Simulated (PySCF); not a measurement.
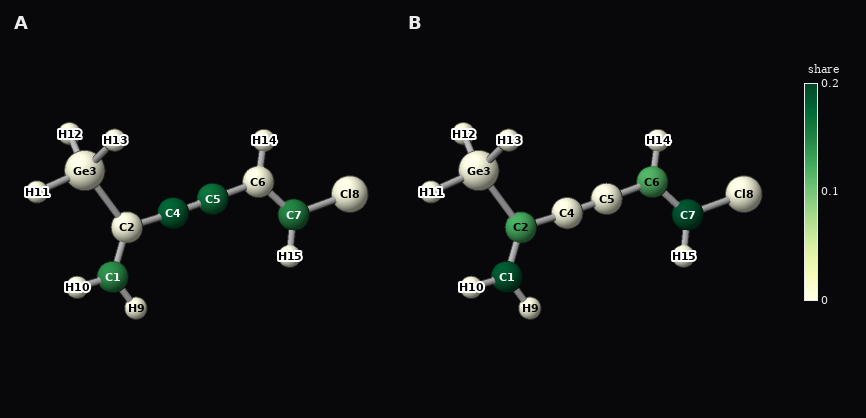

Each panel colours the atoms by their Löwdin share in one orbital (up to four of the largest shares; other atoms are shown as zero). The geometry was computed by an optimisation with GFN2-xTB. No frequency run is at hand to confirm it as a minimum. Level of theory: CAM-B3LYP/def2-SVPD (PySCF 2.14.0).

> The panels show the HOMO, LUMO, in some order. Which is which?

A: HOMO, −7.77 eV; C4 0.18, C5 0.17, C7 0.15, C1 0.14
B: LUMO, −0.76 eV; C7 0.19, C1 0.18, C2 0.12, C6 0.12

The geometry is semi-empirical. Around Ge such bond lengths and angles can be off by a tenth of an ångström or more and by several degrees, and values that hang on the shape move with them.
